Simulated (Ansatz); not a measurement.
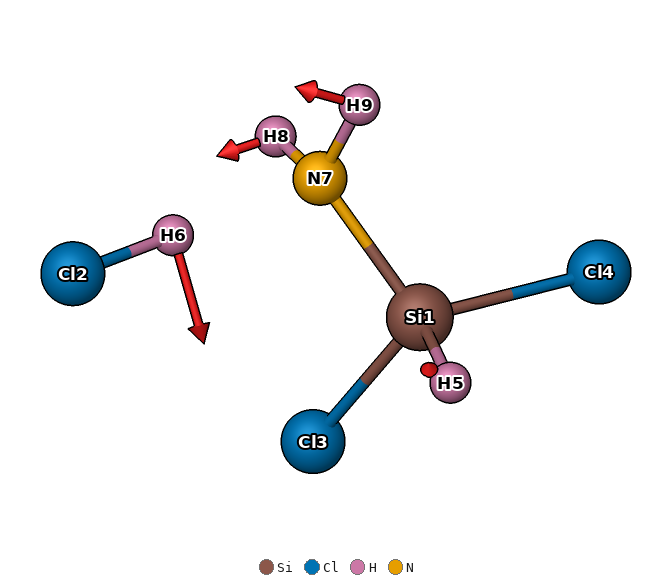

The arrows show one normal mode. Harmonic vibrations computed with RKS PBE0-D4/def2-TZVP (Ansatz 0.2.0) at a stationary point of the same level.

Question: At what wavenumber does it lie?

Answer: 548 cm⁻¹; it is mode 9 of 21 counted from the lowest.
